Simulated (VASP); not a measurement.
Band structure of FeS2 (pyrite). Computed with PBE GGA, VASP's PBE PAW potentials (set 64) (plane waves; VASP).

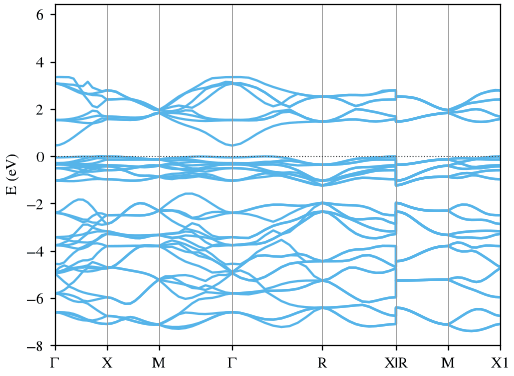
Bands along high-symmetry lines, zero at the valence-band maximum or, without a gap, the Fermi level

**Question.** Read the plot: is there a gap, and where are the band edges?

**Answer.** The gap is indirect, 0.45 eV, from the valence maximum at Γ-X at 0.91 to the conduction minimum at Γ. (Edges off the drawn lines would not show.)

The compound is FeS2 in the pyrite structure. It was relaxed first. The run is not spin-polarised, so no magnetic state was tried.
